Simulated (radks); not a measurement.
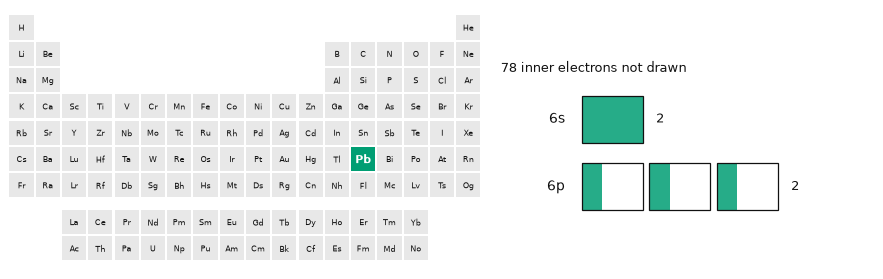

Left, the place of lead in the periodic table; right, the outer shells as the input fills them: a box for each of the 2l + 1 orbitals, shaded by the share of the shell that is filled, with the electron count at the right.

Atomic calculation, with input and output: Pb

A free Pb atom in the configuration [Xe] 4f14 5d10 6s2 6p2. Computed at this level: scalar-relativistic Kohn-Sham, LDA (Slater exchange, Perdew-Wang correlation), spin-unpolarised, spherical densities, finite nucleus (the in-house radial solver radks).

### Input file
```
Z 82
configuration [Hg] 6p2
relativity scalar-relativistic
functional lda,pw
spin unpolarised
nucleus finite rms 5.5012 fm
c 137.035999084
threshold 0.1
max_iterations 62
```

Energies in input and log are in hartree, lengths in bohr (the nuclear radius in fm).

Hardware: 1 thread of Arm Neoverse N1, 77 GiB of memory available, shared host.

The run was one of a batch that the task file lists, launched with:
```bash
python <driver script> task.json out
```

### The program's output
```
1s      1   2.0000       -3234.12388741
2s      1   2.0000        -578.56728903
2p      1   6.0000        -496.71288819
3s      1   2.0000        -138.87685862
3p      1   6.0000        -115.39350920
3d      1  10.0000         -91.33466850
4s      1   2.0000         -31.41144771
4p      1   6.0000         -23.70899712
4d      1  10.0000         -14.77211148
4f      1  14.0000          -4.89773286
5s      1   2.0000          -5.30321069
5p      1   6.0000          -3.15944732
5d      1  10.0000          -0.78275803
6s      1   2.0000          -0.45235087
6p      1   2.0000          -0.13620445
Etot -20864.868390183583
Ekin 23558.9898283004
Encl -52087.45258974039
Eh 8038.757339003911
Exc -375.1629677475066
err 0.00010570866042056086
it 10
```

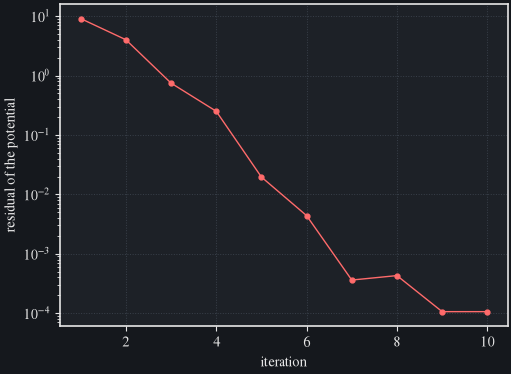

Convergence: residual of the potential against the iteration. The residual falls almost steadily, with no more than small rises or pauses. It goes from 9.1 to 0.00011 in 10 steps.

### Outcome

- outcome: converged
- total energy: −20864.8684 hartree
- kinetic energy: 23558.9898 hartree
- electron–nucleus energy: −52087.4526 hartree
- Hartree energy: 8038.7573 hartree
- exchange–correlation energy: −375.162968 hartree
- radius at density 0.001 e/bohr³: 4.75 bohr
- SCF iterations: 10

### What is odd here

A numerical setting was moved from its usual value: convergence threshold tolx = 0.1. The program ran to the end, and its total energy equals that of the same run with the usual input (−20864.86839 hartree) within 10⁻⁵ hartree, so the oddity leaves no trace in it.
